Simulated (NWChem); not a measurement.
## BSiH₅OF (charge −1): energy and gradient calculation (part 1 of 2)

System: BSiH₅OF, charge −1.
Method: HF/STO-3G, RHF (NWChem 7.3.0).

The geometry comes from this level: GFN2-xTB.

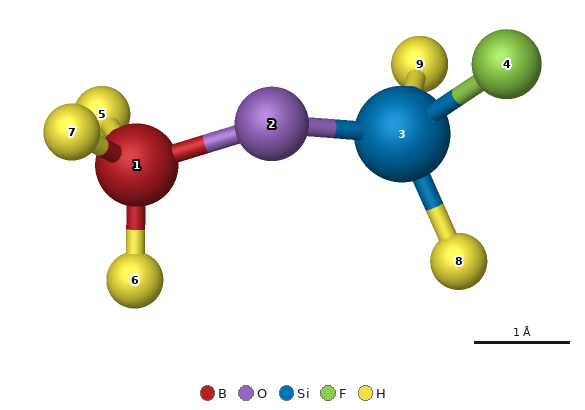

Fig. 1: The input geometry (ball-and-stick view, seen at a tilt; atoms are numbered from 1 in the order of the input). Bond lengths as drawn: B–H 1.21 to 1.22 Å, B–O 1.51 Å, F–Si 1.64 Å, H–Si 1.47 Å and O–Si 1.55 Å.

Input:
```
start bfh5osi
title "BFH5OSi hf"
memory total 2200 mb
charge -1

geometry noautosym nocenter noautoz
  load format xyz bfh5osi.xyz
end

basis spherical bse
  B library STO-3G
  O library STO-3G
  Si library STO-3G
  F library STO-3G
  H library STO-3G
end

scf
  singlet
  rhf
  thresh 1e-08
  maxiter 80
end

task scf gradient
```

File bfh5osi.xyz:
```
9
BFH5OSi hf
B     -0.028690     1.514500     0.075650
O      0.223760     0.093710     0.533340
Si     0.029340    -1.325670    -0.055510
F      0.558330    -2.390950     1.070290
H      0.625760     1.722510    -0.928060
H     -1.213580     1.641750    -0.167250
H      0.311120     2.249690     0.975040
H     -1.349480    -1.798070    -0.279380
H      0.843440    -1.707460    -1.224130
```

Launched with:
```bash
nwchem bfh5osi.nw > bfh5osi.out
```

The program's output:
```
Northwest Computational Chemistry Package (NWChem) 7.3.0
             --------------------------------------------------------

           Job information
           ---------------

    nwchem branch   = 7.3.0
    use scalapack   = T
    input           = bfh5osi.nw
    prefix          = bfh5osi.
    data base       = ./bfh5osi.db
    status          = startup
    nproc           =        1

           Memory information
           ------------------

    heap     =     72089596 doubles =      550.0 Mbytes
    stack    =     72089601 doubles =      550.0 Mbytes
    global   =    144179200 doubles =     1100.0 Mbytes (distinct from heap & stack)
    total    =    288358397 doubles =     2200.0 Mbytes
    verify   = yes
    hardfail = no

           Directory information
           ---------------------

  0 permanent = .
  0 scratch   = .

                                NWChem Input Module
                                -------------------

                                    BFH5OSi hf
                                    ----------

 Scaling coordinates for geometry "geometry" by  1.889725989
 (inverse scale =  0.529177249)

                             Geometry "geometry" -> ""
                             -------------------------

 Output coordinates in angstroms (scale by  1.889725989 to convert to a.u.)

  No.       Tag          Charge          X              Y              Z
 ---- ---------------- ---------- -------------- -------------- --------------
    1 B                    5.0000    -0.02869000     1.51450000     0.07565000
    2 O                    8.0000     0.22376000     0.09371000     0.53334000
    3 Si                  14.0000     0.02934000    -1.32567000    -0.05551000
    4 F                    9.0000     0.55833000    -2.39095000     1.07029000
    5 H                    1.0000     0.62576000     1.72251000    -0.92806000
    6 H                    1.0000    -1.21358000     1.64175000    -0.16725000
    7 H                    1.0000     0.31112000     2.24969000     0.97504000
    8 H                    1.0000    -1.34948000    -1.79807000    -0.27938000
    9 H                    1.0000     0.84344000    -1.70746000    -1.22413000

      Atomic Mass
      -----------

      B                 11.009310
      O                 15.994910
      Si                27.976930
      F                 18.998400
      H                  1.007825

 Effective nuclear repulsion energy (a.u.)     169.2046668822

            Nuclear Dipole moment (a.u.)
            ----------------------------
        X                 Y               Z
 ---------------- ---------------- ----------------
    11.9045556322   -56.0253299930    22.4436330595

            XYZ format geometry
            -------------------
     9
 geometry
 B                    -0.02869000     1.51450000     0.07565000
 O                     0.22376000     0.09371000     0.53334000
 Si                    0.02934000    -1.32567000    -0.05551000
 F                     0.55833000    -2.39095000     1.07029000
 H                     0.62576000     1.72251000    -0.92806000
 H                    -1.21358000     1.64175000    -0.16725000
 H                     0.31112000     2.24969000     0.97504000
 H                    -1.34948000    -1.79807000    -0.27938000
 H                     0.84344000    -1.70746000    -1.22413000

 ==============================================================================
                                internuclear distances
 ------------------------------------------------------------------------------
       center one      |      center two      | atomic units |  angstroms
 ------------------------------------------------------------------------------
    2 O                |   1 B                |     2.86083  |     1.51389
    3 Si               |   2 O                |     2.92705  |     1.54893
    4 F                |   3 Si               |     3.09481  |     1.63770
    5 H                |   1 B                |     2.29818  |     1.21614
    6 H                |   1 B                |     2.29830  |     1.21621
    7 H                |   1 B                |     2.28718  |     1.21032
    8 H                |   3 Si               |     2.78658  |     1.47459
    9 H                |   3 Si               |     2.78643  |     1.47452
 ------------------------------------------------------------------------------
                         number of included internuclear distances:          8
 ==============================================================================

 ==============================================================================
                                 internuclear angles
 ------------------------------------------------------------------------------
        center 1       |       center 2       |       center 3       |  degrees
 ------------------------------------------------------------------------------
    2 O                |   1 B                |   5 H                |   108.68
    2 O                |   1 B                |   6 H                |   108.73
    2 O                |   1 B                |   7 H                |   107.37
    5 H                |   1 B                |   6 H                |   109.97
    5 H                |   1 B                |   7 H                |   111.00
    6 H                |   1 B                |   7 H                |   111.00
    1 B                |   2 O                |   3 Si               |   136.40
    2 O                |   3 Si               |   4 F                |   107.11
    2 O                |   3 Si               |   8 H                |   117.95
    2 O                |   3 Si               |   9 H                |   117.99
    4 F                |   3 Si               |   8 H                |   101.42
    4 F                |   3 Si               |   9 H                |   101.42
    8 H                |   3 Si               |   9 H                |   108.24
 ------------------------------------------------------------------------------
                            number of included internuclear angles:         13
 ==============================================================================

                      Basis "ao basis" -> "" (spherical)
                      -----
  [basis functions not shown]

 Summary of "ao basis" -> "" (spherical)
 ------------------------------------------------------------------------------
       Tag                 Description            Shells   Functions and Types
 ---------------- ------------------------------  ------  ---------------------
 B                           STO-3G                  3        5   2s1p
 O                           STO-3G                  3        5   2s1p
 Si                          STO-3G                  5        9   3s2p
 F                           STO-3G                  3        5   2s1p
 H                           STO-3G                  1        1   1s

                                 NWChem SCF Module
                                 -----------------

                                    BFH5OSi hf

  ao basis        = "ao basis"
  functions       =    29
  atoms           =     9
  closed shells   =    21
  open shells     =     0
  charge          =  -1.00
  wavefunction    = RHF
  input vectors   = atomic
  output vectors  = ./bfh5osi.movecs
  use symmetry    = F
  symmetry adapt  = F

 Summary of "ao basis" -> "ao basis" (spherical)
 ------------------------------------------------------------------------------
       Tag                 Description            Shells   Functions and Types
 ---------------- ------------------------------  ------  ---------------------
 B                           STO-3G                  3        5   2s1p
 O                           STO-3G                  3        5   2s1p
 Si                          STO-3G                  5        9   3s2p
 F                           STO-3G                  3        5   2s1p
 H                           STO-3G                  1        1   1s

 Forming initial guess at       0.0s

      Superposition of Atomic Density Guess
      -------------------------------------

 Sum of atomic energies:        -483.72087619

 Renormalizing density from      41.00 to     42

      Non-variational initial energy
      ------------------------------

 Total energy =    -490.554610
 1-e energy   =   -1039.444655
 2-e energy   =     379.685379
 HOMO         =       0.139995
 LUMO         =       0.736876

 Starting SCF solution at       0.1s

 ----------------------------------------------
         Quadratically convergent ROHF

 Convergence threshold     :          1.000E-08
 Maximum no. of iterations :           80
 Final Fock-matrix accuracy:          1.000E-10
 ----------------------------------------------

              iter       energy          gnorm     gmax       time
             ----- ------------------- --------- --------- --------
                 1     -484.6008805191  1.10D+00  3.65D-01      0.1
                 2     -484.7055963286  2.16D-01  7.44D-02      0.2
                 3     -484.7101492743  1.26D-02  3.76D-03      0.4
                 4     -484.7101735966  4.61D-05  1.59D-05      0.6
                 5     -484.7101735969  9.44D-10  3.64D-10      1.1

       Final RHF  results
       ------------------

         Total SCF energy =   -484.710173596871
      One-electron energy =  -1022.808085778717
      Two-electron energy =    368.893245299624
 Nuclear repulsion energy =    169.204666882222

        Time for solution =      1.0s

             Final eigenvalues
             -----------------

              1
    1  -67.8377
    2  -25.5981
    3  -19.8832
    4   -7.0516
    5   -5.8186
    6   -3.8451
    7   -3.8443
    8   -3.8434
    9   -1.2323
   10   -0.9676
   11   -0.4774
   12   -0.3886
   13   -0.3218
   14   -0.2803
   15   -0.2558
   16   -0.2128
   17   -0.1945
   18   -0.1707
   19   -0.1665
   20   -0.0654
   21   -0.0549
   22    0.6741
   23    0.7171
   24    0.7811
   25    0.8040
   26    1.0039
   27    1.0288
   28    1.0401
   29    1.1324

                       ROHF Final Molecular Orbital Analysis
                       -------------------------------------

 Vector    9  Occ=2.000000D+00  E=-1.232347D+00
              MO Center=  5.3D-01, -2.3D+00,  1.0D+00, r^2= 4.1D-01
   Bfn.  Coefficient  Atom+Function         Bfn.  Coefficient  Atom+Function
  ----- ------------  ---------------      ----- ------------  ---------------
    21      0.963308  4 F  s                 20     -0.253121  4 F  s

 Vector   10  Occ=2.000000D+00  E=-9.676130D-01
              MO Center=  1.9D-01, -4.8D-03,  4.3D-01, r^2= 6.3D-01
   Bfn.  Coefficient  Atom+Function         Bfn.  Coefficient  Atom+Function
  ----- ------------  ---------------      ----- ------------  ---------------
     7      0.863851  2 O  s                  6     -0.237136  2 O  s
    16      0.158401  3 Si s
```
